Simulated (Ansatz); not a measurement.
System: AlHO···HF.

The calculation's input:

```
crystal:
  periodic: [false, false, false]
  atoms:
    - { symbol: Al, position_ang: [-0.100147, 0.428076, -0.904295] }
    - { symbol: F, position_ang: [1.453207, -0.331042, 1.405535] }
    - { symbol: H, position_ang: [1.992756, 0.218495, 0.878098] }
    - { symbol: O, position_ang: [-1.579459, -0.341163, -0.712342] }
    - { symbol: H, position_ang: [-2.395957, -0.821066, -0.527696] }
basis:
  gaussian: { orbitals: def2-SVP }
hamiltonian:
  xc: lda
relax:
  f_tol: 0.03
  max_steps: 50
output:
  orbitals: {}
```

Run with:

```sh
ansatz run input.yaml --threads 1 --pin off --max-ram 2048MiB --backend cpu --events-out ev --progress --plain --runs-dir out
```

The fields are those of the run's last geometry, not of the input's.

Theory: Ansatz, RKS LDA/def2-SVP.

Q: What will maps of the electron density and electron localisation function show?

A: Al1···F2 (2.30 Å): the density falls to about 0.2 e/Å³ on the way; the ELF is about 0.25 at the midpoint.
Al–O (1.68 Å): ρ is about 0.78 e/Å³ halfway; the ELF peaks at about 0.85 in the valence shell of O, 0.6 Å from its nucleus, and is about 0.20 at the midpoint.
F–H (0.96 Å): ρ at the midpoint is about 4.3 e/Å³; the ELF climbs to about 0.95 towards the hydrogen, as it does in any bond to H: an ordinary covalent bond to hydrogen.
O–H (0.96 Å): ρ at the midpoint is about 3.6 e/Å³; the ELF climbs to about 1 towards the hydrogen: an ordinary covalent bond to hydrogen.

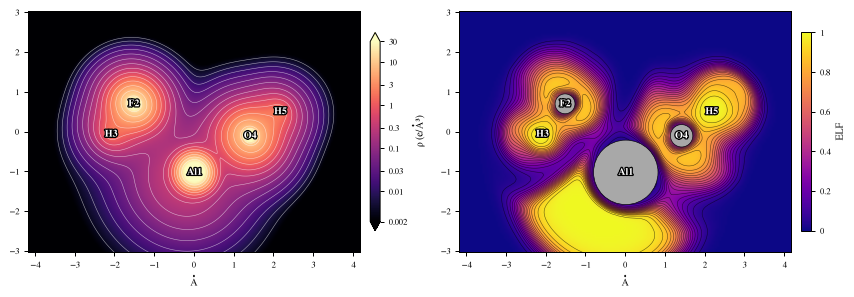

Computed electron density and electron localisation function on the molecular plane, in this order. Grey discs cover the atomic cores in the ELF map. 
